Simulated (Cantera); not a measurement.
A closed system holds: 1 mol trisilylamine, 0.71 mol NH₃, at 1823.15 K.

Method: chemical equilibrium by Gibbs-energy minimisation in Cantera with the NASA 1993 tables (ideal gas, pure condensed phases). Candidate condensed phases: Si, Si₃N₄; 18 gas species. The feed counts by its element totals alone. Mutual solubility and eutectic melting of coexisting phases are not modelled. The tables' values for SiN are old estimates; treat these amounts as uncertain. Gases not in the tables: Si₂H₆ and higher silanes. Rates play no part.

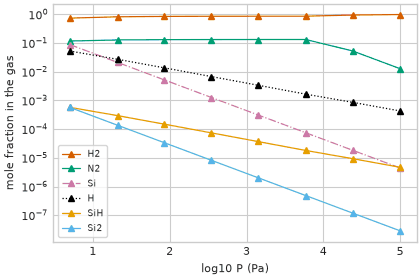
Fig. 1. Equilibrium gas composition (values under 1e-9 drawn at 1e-9)

### Question
Read off the mole fractions at 0.240 bar.

### Answer
H₂ about 0.95, N₂ about 0.053, H about 0.00086, Si about 1.8e-5, SiH about 9.4e-6, Si₂ about 1.2e-7.
